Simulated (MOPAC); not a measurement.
## C3H7FGe: geometry relaxation (part 2 of 2)

C3H7FGe, SMILES C[CH](C)[Ge][F]; PM6-DH2, closed shell, dispersion DH2 (MOPAC 23.2.5). The atoms were displaced at random from an optimised geometry.

Geometry of the input (Å):
```
C  -0.7667  0.0821  1.1006
C  0.0542  -0.6236  -0.0033
C  1.2324  0.2277  -0.4513
Ge -1.1287  -1.0362  -1.5573
F  -1.5395  0.6427  -1.9053
H  -1.1657  1.0182  0.7426
H  -0.1164  0.3102  1.9748
H  -1.5872  -0.5224  1.4541
H  0.4272  -1.5483  0.3930
H  1.9009  0.4769  0.4069
H  1.8461  -0.2555  -1.2296
H  0.9048  1.1777  -0.8683
```

### Trajectory as extended XYZ, continued
```
12
Properties=species:S:1:pos:R:3:forces:R:3 step=5 energy=-2.47214
C    -0.7547    0.0668    1.1000    0.0005   0.0867  -0.0278
C     0.0544   -0.6293    0.0090   -0.0234  -0.0028  -0.0671
C     1.2309    0.2283   -0.4539   -0.0020  -0.0547   0.0125
Ge   -1.1237   -1.0184   -1.5422   -0.0034   0.0530  -0.0007
F    -1.5600    0.6386   -1.9550   -0.0761  -0.0281  -0.0965
H    -1.1676    1.0314    0.7651    0.0316  -0.0395   0.0112
H    -0.1193    0.2979    1.9633    0.0193  -0.0080   0.0622
H    -1.5867   -0.5398    1.4668   -0.0135  -0.0406   0.0232
H     0.4440   -1.5906    0.4188    0.0489   0.0361   0.0078
H     1.8947    0.4627    0.3858    0.0523  -0.0026   0.0654
H     1.8486   -0.2646   -1.2130   -0.0343  -0.0044   0.0179
H     0.9063    1.1975   -0.8573    0.0001   0.0049  -0.0082
12
Properties=species:S:1:pos:R:3:forces:R:3 step=7 energy=-2.47594
C    -0.7480    0.0647    1.1065   -0.1217  -0.0588   0.1251
C     0.0555   -0.6307    0.0145    0.0550   0.0711  -0.1327
C     1.2338    0.2249   -0.4507   -0.0205   0.0412   0.0733
Ge   -1.1231   -1.0092   -1.5378   -0.0310  -0.0514  -0.0381
F    -1.5751    0.6334   -1.9859   -0.0321  -0.0019  -0.0350
H    -1.1637    1.0262    0.7746    0.0178   0.0133   0.0053
H    -0.1165    0.2897    1.9768    0.0054  -0.0073  -0.0028
H    -1.5825   -0.5499    1.4744    0.0891   0.0547  -0.0259
H     0.4540   -1.5901    0.4181    0.0006   0.0028   0.0202
H     1.8974    0.4571    0.3940    0.0171  -0.0140  -0.0183
H     1.8471   -0.2676   -1.2117   -0.0084  -0.0107   0.0128
H     0.9079    1.1966   -0.8529    0.0287  -0.0391   0.0161
12
Properties=species:S:1:pos:R:3:forces:R:3 step=9 energy=-2.47710
C    -0.7470    0.0609    1.1132    0.0870   0.0700   0.0425
C     0.0581   -0.6261    0.0128   -0.0470  -0.0375   0.0293
C     1.2368    0.2261   -0.4464   -0.0148  -0.0460   0.0330
Ge   -1.1250   -1.0074   -1.5371   -0.0358  -0.0084  -0.0362
F    -1.5822    0.6319   -2.0020   -0.0002  -0.0536   0.0014
H    -1.1596    1.0243    0.7828    0.0080   0.0200   0.0161
H    -0.1131    0.2859    1.9863   -0.0353  -0.0370  -0.0830
H    -1.5762   -0.5499    1.4769   -0.0357  -0.0507   0.0260
H     0.4584   -1.5869    0.4188   -0.0299   0.0268  -0.0202
H     1.9009    0.4525    0.3954    0.0632   0.0162   0.0470
H     1.8462   -0.2706   -1.2068    0.0276  -0.0100  -0.0189
H     0.9110    1.1916   -0.8480    0.0128   0.1104  -0.0369
12
Properties=species:S:1:pos:R:3:forces:R:3 step=12 energy=-2.47871
C    -0.7447    0.0620    1.1170    0.0025   0.0175  -0.0417
C     0.0565   -0.6240    0.0118   -0.0333   0.0277   0.0281
C     1.2385    0.2273   -0.4423   -0.0066   0.0038  -0.0281
Ge   -1.1272   -1.0079   -1.5390   -0.0106  -0.0129  -0.0004
F    -1.5841    0.6289   -2.0076   -0.0054  -0.0272  -0.0037
H    -1.1569    1.0281    0.7915    0.0101  -0.0117   0.0121
H    -0.1099    0.2814    1.9854    0.0239  -0.0122   0.0026
H    -1.5734   -0.5524    1.4818   -0.0090  -0.0130   0.0037
H     0.4572   -1.5843    0.4145   -0.0270  -0.0129  -0.0017
H     1.9059    0.4514    0.3997    0.0144   0.0036   0.0156
H     1.8474   -0.2720   -1.2038    0.0075   0.0163   0.0071
H     0.9159    1.1969   -0.8464    0.0335   0.0209   0.0064
12
Properties=species:S:1:pos:R:3:forces:R:3 step=14 energy=-2.47953
C    -0.7423    0.0619    1.1210    0.0268   0.0113  -0.0041
C     0.0543   -0.6181    0.0101    0.0076   0.0137   0.0059
C     1.2417    0.2299   -0.4378   -0.0121   0.0195  -0.0148
Ge   -1.1308   -1.0084   -1.5397    0.0062   0.0009   0.0189
F    -1.5878    0.6239   -2.0198   -0.0043  -0.0112  -0.0017
H    -1.1518    1.0321    0.8067   -0.0021  -0.0138  -0.0028
H    -0.1021    0.2718    1.9891    0.0100  -0.0080  -0.0068
H    -1.5682   -0.5561    1.4858   -0.0229   0.0005  -0.0010
H     0.4533   -1.5820    0.4070   -0.0244  -0.0158   0.0070
H     1.9128    0.4474    0.4038   -0.0163  -0.0053   0.0212
H     1.8498   -0.2716   -1.1972    0.0095   0.0155  -0.0250
H     0.9271    1.2044   -0.8374    0.0219  -0.0071   0.0033
12
Properties=species:S:1:pos:R:3:forces:R:3 step=16 energy=-2.47992
C    -0.7409    0.0618    1.1218    0.0066  -0.0111   0.0129
C     0.0538   -0.6158    0.0091    0.0234  -0.0102  -0.0120
C     1.2428    0.2312   -0.4367    0.0130  -0.0013   0.0083
Ge   -1.1321   -1.0083   -1.5384    0.0034  -0.0096   0.0080
F    -1.5888    0.6214   -2.0249   -0.0057   0.0051  -0.0030
H    -1.1505    1.0322    0.8111   -0.0043   0.0062  -0.0061
H    -0.0982    0.2665    1.9892    0.0016  -0.0003   0.0017
H    -1.5683   -0.5571    1.4851   -0.0045   0.0136  -0.0024
H     0.4486   -1.5831    0.4045   -0.0082   0.0051  -0.0007
H     1.9132    0.4442    0.4080   -0.0218  -0.0121  -0.0031
H     1.8511   -0.2675   -1.1990   -0.0053   0.0157  -0.0035
H     0.9333    1.2082   -0.8327    0.0018  -0.0012   0.0000
12
Properties=species:S:1:pos:R:3:forces:R:3 step=19 energy=-2.48007
C    -0.7399    0.0617    1.1217    0.0040   0.0048  -0.0065
C     0.0547   -0.6159    0.0079   -0.0053  -0.0005   0.0040
C     1.2439    0.2317   -0.4358   -0.0064  -0.0030  -0.0019
Ge   -1.1328   -1.0084   -1.5376   -0.0004  -0.0089  -0.0014
F    -1.5893    0.6206   -2.0265   -0.0036   0.0043  -0.0011
H    -1.1500    1.0323    0.8105    0.0092   0.0018  -0.0008
H    -0.0971    0.2649    1.9893   -0.0022   0.0010  -0.0024
H    -1.5692   -0.5545    1.4837   -0.0051  -0.0012   0.0017
H     0.4466   -1.5838    0.4036    0.0077  -0.0009  -0.0016
H     1.9113    0.4407    0.4112    0.0051  -0.0043   0.0024
H     1.8512   -0.2624   -1.2014    0.0012   0.0035   0.0024
H     0.9351    1.2099   -0.8294   -0.0042   0.0033   0.0052
12
Properties=species:S:1:pos:R:3:forces:R:3 step=21 energy=-2.48014
C    -0.7388    0.0628    1.1206   -0.0018   0.0005  -0.0031
C     0.0548   -0.6162    0.0069   -0.0027   0.0022   0.0052
C     1.2445    0.2321   -0.4341   -0.0052  -0.0007  -0.0018
Ge   -1.1337   -1.0094   -1.5380    0.0042   0.0016   0.0023
F    -1.5905    0.6199   -2.0269   -0.0016  -0.0016   0.0004
H    -1.1471    1.0343    0.8098    0.0112  -0.0007  -0.0034
H    -0.0963    0.2646    1.9888    0.0032   0.0020  -0.0024
H    -1.5692   -0.5511    1.4834   -0.0107  -0.0082  -0.0007
H     0.4478   -1.5841    0.4018   -0.0016   0.0002   0.0020
H     1.9116    0.4360    0.4144    0.0095  -0.0012  -0.0013
H     1.8517   -0.2582   -1.2021   -0.0029   0.0031   0.0020
H     0.9356    1.2125   -0.8220   -0.0017   0.0026   0.0006
12
Properties=species:S:1:pos:R:3:forces:R:3 step=24 energy=-2.48020
C    -0.7389    0.0632    1.1194   -0.0004  -0.0022   0.0025
C     0.0550   -0.6169    0.0067    0.0056   0.0004  -0.0023
C     1.2443    0.2324   -0.4333    0.0039   0.0020   0.0015
Ge   -1.1338   -1.0097   -1.5379    0.0046  -0.0008  -0.0006
F    -1.5913    0.6196   -2.0262   -0.0010  -0.0015   0.0005
H    -1.1435    1.0355    0.8067   -0.0008   0.0015   0.0016
H    -0.0957    0.2653    1.9871   -0.0048  -0.0023   0.0019
H    -1.5707   -0.5499    1.4814   -0.0014   0.0039  -0.0010
H     0.4483   -1.5844    0.4022   -0.0031  -0.0002   0.0002
H     1.9133    0.4323    0.4149    0.0056   0.0010  -0.0016
H     1.8512   -0.2547   -1.2034   -0.0072  -0.0007  -0.0029
H     0.9352    1.2144   -0.8168   -0.0008  -0.0012   0.0001
12
Properties=species:S:1:pos:R:3:forces:R:3 step=26 energy=-2.48023
C    -0.7392    0.0632    1.1192    0.0071   0.0051  -0.0020
C     0.0554   -0.6170    0.0070   -0.0009   0.0017   0.0015
C     1.2447    0.2324   -0.4328    0.0002  -0.0026  -0.0039
Ge   -1.1335   -1.0097   -1.5379    0.0066  -0.0044   0.0010
F    -1.5920    0.6192   -2.0262   -0.0005   0.0008   0.0009
H    -1.1414    1.0364    0.8061   -0.0052   0.0011   0.0032
H    -0.0962    0.2649    1.9873   -0.0089  -0.0064   0.0025
H    -1.5725   -0.5488    1.4795    0.0010   0.0053   0.0007
H     0.4476   -1.5846    0.4032    0.0018  -0.0008  -0.0029
H     1.9158    0.4306    0.4141    0.0029  -0.0007  -0.0003
H     1.8494   -0.2532   -1.2057   -0.0043  -0.0016  -0.0017
H     0.9349    1.2151   -0.8143    0.0002   0.0023   0.0010
12
Properties=species:S:1:pos:R:3:forces:R:3 step=28 energy=-2.48030
C    -0.7394    0.0645    1.1187    0.0062   0.0090  -0.0037
C     0.0560   -0.6169    0.0077   -0.0107   0.0042   0.0047
C     1.2455    0.2324   -0.4321   -0.0079  -0.0025  -0.0087
Ge   -1.1322   -1.0102   -1.5382    0.0086  -0.0035   0.0039
F    -1.5944    0.6177   -2.0260    0.0013   0.0014   0.0026
H    -1.1356    1.0406    0.8064   -0.0028  -0.0002   0.0016
H    -0.0995    0.2609    1.9902   -0.0051  -0.0074   0.0005
H    -1.5779   -0.5431    1.4740    0.0006  -0.0004   0.0016
H     0.4459   -1.5853    0.4041    0.0090   0.0043  -0.0018
H     1.9233    0.4238    0.4111   -0.0057  -0.0085  -0.0011
H     1.8429   -0.2485   -1.2134    0.0017  -0.0012   0.0015
H     0.9342    1.2182   -0.8041    0.0048   0.0047  -0.0011
12
Properties=species:S:1:pos:R:3:forces:R:3 step=31 energy=-2.48038
C    -0.7397    0.0662    1.1186   -0.0077  -0.0057   0.0035
C     0.0550   -0.6161    0.0082    0.0025  -0.0002  -0.0034
C     1.2446    0.2320   -0.4334    0.0001   0.0038   0.0031
Ge   -1.1305   -1.0109   -1.5386    0.0010   0.0017  -0.0019
F    -1.5951    0.6171   -2.0243   -0.0001  -0.0016   0.0014
H    -1.1335    1.0436    0.8078    0.0039   0.0023   0.0002
H    -0.1024    0.2566    1.9929    0.0047   0.0026  -0.0002
H    -1.5808   -0.5395    1.4714   -0.0039  -0.0026  -0.0009
H     0.4460   -1.5842    0.4045    0.0030   0.0048   0.0033
H     1.9257    0.4175    0.4086   -0.0050  -0.0024  -0.0006
H     1.8395   -0.2470   -1.2178   -0.0036  -0.0010  -0.0022
H     0.9346    1.2206   -0.7998    0.0051  -0.0017  -0.0022
12
Properties=species:S:1:pos:R:3:forces:R:3 step=33 energy=-2.48040
C    -0.7403    0.0661    1.1189    0.0007   0.0005  -0.0007
C     0.0549   -0.6159    0.0083   -0.0006  -0.0004   0.0007
C     1.2445    0.2320   -0.4338   -0.0003  -0.0005  -0.0005
Ge   -1.1300   -1.0109   -1.5388    0.0010  -0.0011  -0.0007
F    -1.5952    0.6171   -2.0237   -0.0009   0.0001   0.0006
H    -1.1327    1.0442    0.8083    0.0003   0.0002   0.0005
H    -0.1026    0.2563    1.9931    0.0002  -0.0005   0.0002
H    -1.5819   -0.5395    1.4706   -0.0016   0.0008  -0.0004
H     0.4463   -1.5831    0.4059    0.0026  -0.0004  -0.0007
H     1.9260    0.4161    0.4079   -0.0016   0.0011   0.0004
H     1.8383   -0.2471   -1.2191   -0.0030  -0.0007  -0.0001
H     0.9351    1.2206   -0.8003    0.0033   0.0007   0.0007
12
Properties=species:S:1:pos:R:3:forces:R:3 step=35 energy=-2.48040
C    -0.7405    0.0668    1.1187    0.0005  -0.0001  -0.0003
C     0.0547   -0.6156    0.0085   -0.0003  -0.0007   0.0004
C     1.2444    0.2320   -0.4339   -0.0003  -0.0001  -0.0001
Ge   -1.1293   -1.0113   -1.5390    0.0002  -0.0005  -0.0005
F    -1.5961    0.6165   -2.0231   -0.0010   0.0003   0.0003
H    -1.1303    1.0462    0.8088    0.0004  -0.0003  -0.0003
H    -0.1037    0.2544    1.9942    0.0003   0.0000   0.0000
H    -1.5841   -0.5372    1.4684   -0.0009   0.0007   0.0000
H     0.4463   -1.5826    0.4065    0.0013  -0.0009  -0.0006
H     1.9281    0.4124    0.4068   -0.0009   0.0019   0.0006
H     1.8357   -0.2455   -1.2221   -0.0016  -0.0009   0.0004
H     0.9356    1.2221   -0.7966    0.0023   0.0005   0.0001
12
Properties=species:S:1:pos:R:3:forces:R:3 step=38 energy=-2.48041
C    -0.7405    0.0668    1.1187    0.0004  -0.0003  -0.0001
C     0.0547   -0.6156    0.0085    0.0001  -0.0001   0.0001
C     1.2444    0.2320   -0.4339   -0.0003   0.0001   0.0000
Ge   -1.1293   -1.0113   -1.5390    0.0004   0.0000  -0.0002
F    -1.5962    0.6165   -2.0230   -0.0010   0.0000   0.0004
H    -1.1303    1.0462    0.8087    0.0007  -0.0001  -0.0001
H    -0.1037    0.2544    1.9941   -0.0002  -0.0003  -0.0002
H    -1.5842   -0.5371    1.4684   -0.0007   0.0006   0.0000
H     0.4464   -1.5827    0.4064    0.0004  -0.0002  -0.0003
H     1.9280    0.4127    0.4069   -0.0005   0.0008   0.0001
H     1.8356   -0.2457   -1.2220   -0.0005  -0.0004   0.0003
H     0.9359    1.2222   -0.7967    0.0012   0.0001   0.0001
12
Properties=species:S:1:pos:R:3:forces:R:3 step=40 energy=-2.48041
C    -0.7406    0.0670    1.1186    0.0001  -0.0001   0.0001
C     0.0547   -0.6156    0.0086    0.0000  -0.0002  -0.0001
C     1.2444    0.2319   -0.4338    0.0001   0.0003  -0.0001
Ge   -1.1291   -1.0114   -1.5391    0.0002   0.0001  -0.0001
F    -1.5965    0.6164   -2.0227   -0.0010   0.0001   0.0003
H    -1.1295    1.0467    0.8087    0.0005   0.0000  -0.0002
H    -0.1040    0.2539    1.9944   -0.0002  -0.0001   0.0000
H    -1.5849   -0.5363    1.4677   -0.0002   0.0001   0.0001
H     0.4465   -1.5826    0.4066   -0.0002  -0.0002  -0.0001
H     1.9285    0.4118    0.4067   -0.0004   0.0006   0.0002
H     1.8348   -0.2454   -1.2228    0.0010  -0.0004   0.0003
H     0.9362    1.2226   -0.7957    0.0002  -0.0001  -0.0004
```

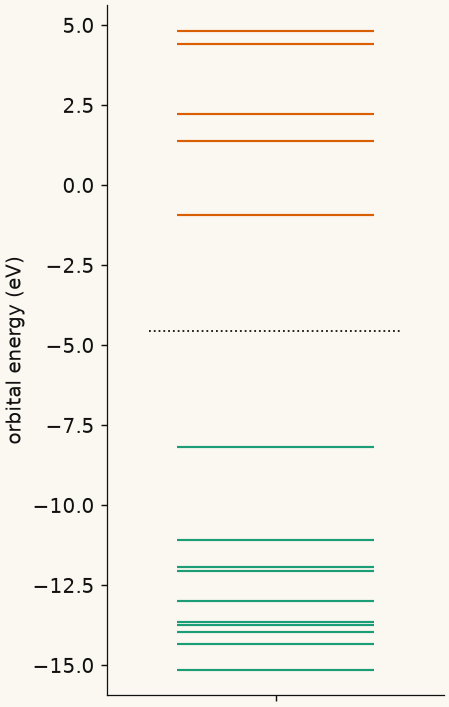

Figure 1. Orbital energies near the frontier; the dotted line parts filled from empty levels, and levels within 0.02 eV of each other stand side by side. Highest filled −8.17 eV, lowest empty −0.92 eV, 7.25 eV apart.

### Summary

| quantity | value |
| --- | --- |
| outcome | converged |
| total energy | −37.277499 hartree |
| dispersion energy | −0.000692 hartree |
| heat of formation | −57.20 kcal/mol |
| basis functions | 27 |
| largest force | 0.001 eV/Å |
| HOMO | −8.17 eV |
| LUMO | −0.92 eV |
| dipole moment | 2.70 D |
| hardware | 1 thread of Arm Neoverse V1, 24 GiB of memory available, shared host |
| peak memory | 0.089 GiB |

### Remarks

MOPAC's energies along a path are heats of formation.
